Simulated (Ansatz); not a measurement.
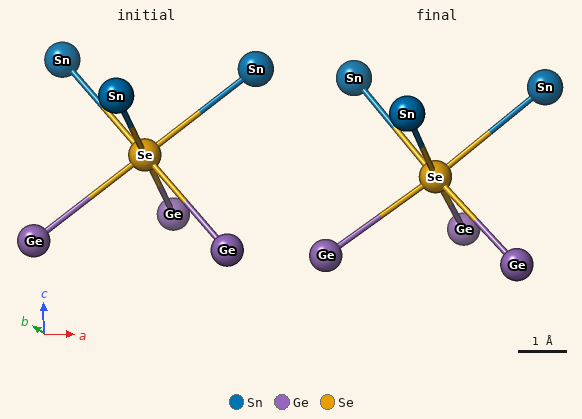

The structure of solid Sn3Ge2Se5 (a generated structure, set up in R-3m) (coarse preliminary run) before (left) and after (right) a relaxation, at one scale.

Style: ball-and-stick. Shown: the atoms within 4.2 Å of the atom that moves most (axes of the conventional cell (3 times the calculation's cell)), slightly off an axis. Lengths and directions refer to the drawn axes.

Method: DFT PBE, scalar-relativistic, plane waves, PAW (Ansatz 0.2.0).

Input
```yaml
crystal:
  lattice:
    - [2.10566206, 1.21570456, 17.19265871]
    - [-2.10566206, 1.21570456, 17.19265871]
    - [0.0, -2.43140911, 17.19265871]
  atoms:
    - { symbol: Sn, position: [0.0, 0.0, 0.0] }
    - { symbol: Sn, position: [0.6, 0.6, 0.6] }
    - { symbol: Sn, position: [0.4, 0.4, 0.4] }
    - { symbol: Ge, position: [0.2, 0.2, 0.2] }
    - { symbol: Ge, position: [0.8, 0.8, 0.8] }
    - { symbol: Se, position: [0.3, 0.3, 0.3] }
    - { symbol: Se, position: [0.9, 0.9, 0.9] }
    - { symbol: Se, position: [0.5, 0.5, 0.5] }
    - { symbol: Se, position: [0.1, 0.1, 0.1] }
    - { symbol: Se, position: [0.7, 0.7, 0.7] }
basis:
  ecutwfc: 420
kpoints:
  mp_grid: { grid: [6, 6, 6] }
hamiltonian:
  xc: pbe
scf:
  occupations: { method: gaussian, width: 0.1 }
  lower_state_search: "off"
output:
  forces: true
  stress: true
  eigenvalues: true
relax:
  adjacent_minimum: "off"
  f_tol: 0.04
  max_steps: 70
  cell: { stress_tol: 0.4 }
```

Launched with:
```bash
ansatz run input.yaml --threads 4 --pin off --max-ram 8192MiB --backend cpu --events-out ev --progress --plain --runs-dir out
```

### Summarise the run.

Over 2 accepted moves (3 points after the start) the energy falls by 24.8 meV per atom. Largest force component: 0.56 eV/Å at the start, 0.039 eV/Å at the end. The pressure goes from −1.02 to 0.07 GPa. At 1 point the geometry stayed and the basis and grid were re-selected for the new cell (energy shift of 0.1 meV per atom at most each time). The largest moves relative to the cell, 0.29 Å, are those of Se7 and Se9. Se7 goes along −c. Largest moves by element: Se 0.29 Å, Sn 0.20 Å, Ge 0.15 Å. The volume changes by −3.0 %, with a = b 4.211 → 4.160 Å (−1.2 %), c 51.578 → 51.273 Å (−0.6 %). Among the contacts that change: Ge4–Se7 2.978 → 2.868 Å, Sn2–Se7 2.978 → 2.999 Å. Among the angles between lasting bonds that change: Sn2–Se7–Ge4 180.0° → 176.3°, Ge4–Se7–Ge4 90.0° → 93.0°, Sn2–Se7–Sn2 90.0° → 87.8°. The space group stays R-3m (No. 166). Cost: 46 s on 4 threads of Arm Neoverse V2, with other jobs on the host, peak memory 1.1 GiB.
